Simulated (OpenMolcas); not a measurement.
Run report: Mo⁴⁺ complex, multiconfigurational calculation

Mo⁴⁺ with 6 ligands (NH3; tetragonal octahedron, 2.07 Å), with no charges around it. Computed at this level: state-averaged SS-CASPT2, IPEA shift 0.25, imaginary shift 0.1 hartree, closed shells 4s 4p of the metal and the valence shells of the ligands correlated, active space 2 electrons in the shell 4d, basis ANO-RCC-VDZP on the metal and ANO-RCC-VDZP on the ligands, DKH2 scalar Hamiltonian, spin-orbit coupling by RASSI with atomic mean-field integrals (OpenMolcas).

### Results in brief

```
                                 quantity                                                                 value
                                  outcome                                                             converged
      energy of the lowest spin-free term                                                   −4383.09285 hartree
    energy of the lowest spin-orbit level                                                   −4383.09425 hartree
                CASPT2 correlation energy                                                       −1.5357 hartree
largest spread among components of a term                                                              0.0 cm⁻¹
                  lowest reference weight                                                                 0.683
                                 hardware  1 thread of Arm Neoverse V1, 24 GiB of memory available, shared host
                                wall time                                                                 4 min
                              peak memory                                                              0.38 GiB
```

### Remarks

To bear in mind: covalent bonds, ligand orbitals missing from the active space; distances are set from ionic radii, not optimised.

### The input
```
&GATEWAY
Coord
25

Mo 0.0 0.0 0.0
N 2.070000 0.000000 0.000000
H 2.452099 0.945728 0.000000
H 2.452099 -0.472864 0.819024
H 2.452099 -0.472864 -0.819024
N 0.000000 2.070000 0.000000
H 0.000000 2.452099 0.945728
H 0.819024 2.452099 -0.472864
H -0.819024 2.452099 -0.472864
N -2.070000 0.000000 0.000000
H -2.452099 -0.945728 0.000000
H -2.452099 0.472864 -0.819024
H -2.452099 0.472864 0.819024
N 0.000000 -2.070000 0.000000
H 0.000000 -2.452099 -0.945728
H -0.819024 -2.452099 0.472864
H 0.819024 -2.452099 0.472864
N 0.000000 0.000000 2.318400
H 0.945728 0.000000 2.700499
H -0.472864 0.819024 2.700499
H -0.472864 -0.819024 2.700499
N 0.000000 0.000000 -2.318400
H -0.945728 0.000000 -2.700499
H 0.472864 -0.819024 -2.700499
H 0.472864 0.819024 -2.700499
Basis=Mo.ANO-RCC-VDZP,H.ANO-RCC-VDZP,N.ANO-RCC-VDZP
Group=XYZ
NoMove
AngMom=0.0 0.0 0.0
AMFI
RICD
&SEWARD
&RASSCF
FileOrb=start.orb
Symmetry=1
Spin=3
nActEl=2 0 0
Inactive=24 24
Ras2=5 0
CIRoot=10 10 1
SDav=10
CIMx=300
Iter=150 100
PrWF=0.3
OrbListing=Nothing
MaxOrb=0
LevShft=1.0
>>> COPY $Project.JobIph JOB001
&RASSCF
FileOrb=start.orb
Symmetry=1
Spin=1
nActEl=2 0 0
Inactive=24 24
Ras2=5 0
CIRoot=15 15 1
SDav=15
CIMx=300
Iter=150 100
PrWF=0.3
OrbListing=Nothing
MaxOrb=0
LevShft=1.0
>>> COPY $Project.JobIph JOB002
&RASSI
NrOfJobIphs=2 10 15
1 2 3 4 5 6 7 8 9 10
1 2 3 4 5 6 7 8 9 10 11 12 13 14 15
IphNames
JOB001
JOB002
EJob
SpinOrbit
DIPRint=1.0
SOCoupling=1000.0
Subsets=2
Property=9
'ANGMOM' 1 'ANGMOM' 2 'ANGMOM' 3 'MLTPL  1' 1 'MLTPL  1' 2 'MLTPL  1' 3
'AMFI' 1 'AMFI' 2 'AMFI' 3
SOProperty=3
'ANGMOM' 1 'ANGMOM' 2 'ANGMOM' 3
>>> COPY JOB001 $Project.JobIph
&CASPT2
Multistate=10 1 2 3 4 5 6 7 8 9 10
NoMult
Frozen=11 9
IPEA=0.25
Imaginary=0.1
MaxIter=60
WThr=0.0 0.3 0.05
PrWF=0.5
NoMix
>>> COPY JOB002 $Project.JobIph
&CASPT2
Multistate=15 1 2 3 4 5 6 7 8 9 10 11 12 13 14 15
NoMult
Frozen=11 9
IPEA=0.25
Imaginary=0.1
MaxIter=60
WThr=0.0 0.3 0.05
PrWF=0.5
NoMix
```

The file start.orb holds starting orbitals from an earlier step. A driver script formed the levels outside the program, from RASSI's spin-orbit matrix and the CASPT2 energies (for multi-state variants, the effective Hamiltonian), averaged over the components of each term or state. The log and the time are those of the CASPT2 step.

Command:
```bash
OMP_NUM_THREADS=1 MOLCAS_MEM=2457 MOLCAS_PROJECT=a pymolcas a.inp > a.log  # once for each step of the input, in one work folder
```

### Output (extracts)
```
--- CASPT2 ---
Orbital specifications:
      -----------------------

      Symmetry species                           1   2
                                                ag  au
      Frozen orbitals                           11   9
      Inactive orbitals                         13  15
      Active orbitals                            5   0
      Secondary orbitals                        79  85
      Deleted orbitals                           0   0
      Number of basis functions                108 109
Type of calculation                        SS-CASPT2
      Fock operator                              state-specific
      IPEA shift                                 0.25
      Real shift                                 0.00
      Imaginary shift                            0.10
      The input orbitals will be transformed to quasi-canonical
Reference energy:       -4381.5571685287
      E2 (Non-variational):      -1.5341278456
      Shift correction:          -0.0015536054
      E2 (Variational):          -1.5356814510
      Total energy:           -4383.0928499797
      Residual norm:              0.0000002531
      Reference weight:           0.68915
      Contributions to the CASPT2 correlation energy
      Active & Virtual Only:         -0.0050057037
      One Inactive Excited:          -0.1157804028
      Two Inactive Excited:          -1.4133417391
Reference energy:       -4381.5537094276
      E2 (Non-variational):      -1.5339025282
      Shift correction:          -0.0015509303
      E2 (Variational):          -1.5354534586
      Total energy:           -4383.0891628862
      Residual norm:              0.0000002392
      Reference weight:           0.68929
      Contributions to the CASPT2 correlation energy
      Active & Virtual Only:         -0.0048781241
      One Inactive Excited:          -0.1167510457
      Two Inactive Excited:          -1.4122733585
::    CASPT2 Root  1     Total energy:  -4383.09284998
::    CASPT2 Root  2     Total energy:  -4383.08916289
::    CASPT2 Root  3     Total energy:  -4383.08752228
::    CASPT2 Root  4     Total energy:  -4382.92749221
::    CASPT2 Root  5     Total energy:  -4382.91643532
::    CASPT2 Root  6     Total energy:  -4382.91535677
::    CASPT2 Root  7     Total energy:  -4382.86134824
::    CASPT2 Root  8     Total energy:  -4382.85967427
::    CASPT2 Root  9     Total energy:  -4382.83685890
::    CASPT2 Root 10     Total energy:  -4382.70383523
--- CASPT2 ---
Orbital specifications:
      -----------------------

      Symmetry species                           1   2
                                                ag  au
      Frozen orbitals                           11   9
      Inactive orbitals                         13  15
      Active orbitals                            5   0
      Secondary orbitals                        79  85
      Deleted orbitals                           0   0
      Number of basis functions                108 109
Type of calculation                        SS-CASPT2
      Fock operator                              state-specific
      IPEA shift                                 0.25
      Real shift                                 0.00
      Imaginary shift                            0.10
      The input orbitals will be transformed to quasi-canonical
Reference energy:       -4381.5100580396
      E2 (Non-variational):      -1.5451977968
      Shift correction:          -0.0015947989
      E2 (Variational):          -1.5467925957
      Total energy:           -4383.0568506353
      Residual norm:              0.0000001404
      Reference weight:           0.68644
      Contributions to the CASPT2 correlation energy
      Active & Virtual Only:         -0.0086693093
      One Inactive Excited:          -0.1189767293
      Two Inactive Excited:          -1.4175517582
Reference energy:       -4381.5094198637
      E2 (Non-variational):      -1.5452427236
      Shift correction:          -0.0015861797
      E2 (Variational):          -1.5468289033
      Total energy:           -4383.0562487670
      Residual norm:              0.0000001416
      Reference weight:           0.68668
      Contributions to the CASPT2 correlation energy
      Active & Virtual Only:         -0.0082547211
      One Inactive Excited:          -0.1190959820
      Two Inactive Excited:          -1.4178920205
::    CASPT2 Root  1     Total energy:  -4383.05685064
::    CASPT2 Root  2     Total energy:  -4383.05624877
::    CASPT2 Root  3     Total energy:  -4383.05378565
::    CASPT2 Root  4     Total energy:  -4383.05200076
::    CASPT2 Root  5     Total energy:  -4383.05133984
::    CASPT2 Root  6     Total energy:  -4383.00286697
::    CASPT2 Root  7     Total energy:  -4382.89681688
::    CASPT2 Root  8     Total energy:  -4382.89217921
::    CASPT2 Root  9     Total energy:  -4382.89044297
::    CASPT2 Root 10     Total energy:  -4382.83486786
::    CASPT2 Root 11     Total energy:  -4382.83313726
::    CASPT2 Root 12     Total energy:  -4382.82337335
::    CASPT2 Root 13     Total energy:  -4382.70465779
::    CASPT2 Root 14     Total energy:  -4382.67206552
::    CASPT2 Root 15     Total energy:  -4382.57663854
```

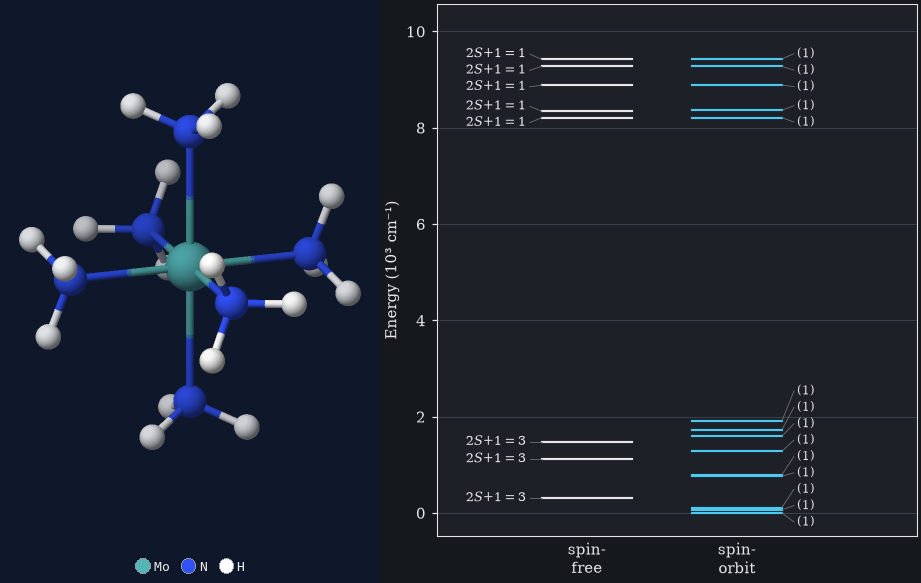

**Figure 1.** Mo⁴⁺ (4d²) with 6 ligands, NH₃, at 2.07 Å (arrangement: tetragonal octahedron, Ci), axial distortion 1.12, and its levels. Labels give the representation in O, Td, D4 or D3 as the site allows (double group for half-integer spin) where it could be assigned and, in brackets, the degeneracy; spin-free states, where drawn, share the zero of the spin-orbit levels. The ground level is non-degenerate, 100 % from states of spin multiplicity 3. The next level lies at 66 cm⁻¹.
